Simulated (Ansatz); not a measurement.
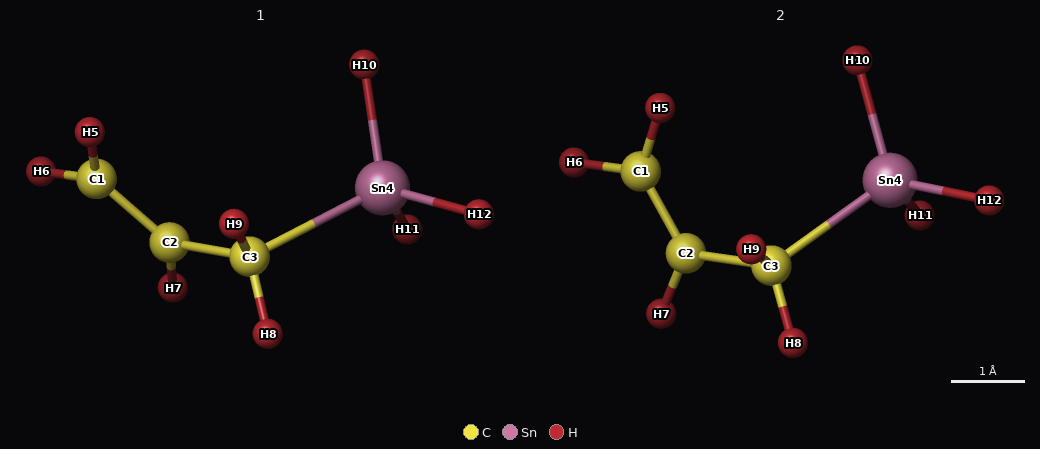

Two geometries of C$_{3}$H$_{8}$Sn (coarse preliminary run), drawn at one scale. One is the start of a relaxation, the other its converged end. The picture is a ball-and-stick view, seen at a tilt.

All numbers below come from RKS PBE-D4/def2-SVP (Ansatz). (force threshold 0.03 eV/Å; at most 200 steps)

### Which geometry has the lower energy?

Structure 1 is the relaxed one. The start comes from a force field. The atom that moves furthest after the best rigid fit is H5 (0.87 Å). By element the largest moves are H 0.87 Å, C 0.36 Å, Sn 0.22 Å. Near-neighbour distances that change, for instance: Sn4–H11 1.837 → 1.731 Å, C3–Sn4 2.108 → 2.202 Å, C1–H6 1.163 → 1.101 Å, C1–C2 1.297 → 1.349 Å. Bond angles that change, for instance: C1–C2–C3 119.1° → 125.8°, H8–C3–H9 102.0° → 108.7°, C2–C1–H5 126.5° → 121.5°. Groups turn about C2–C3 by about 35°. Over 10 geometry steps the energy falls by 45.9 kJ/mol. The largest force component goes from 4.1 to 0.025 eV/Å.
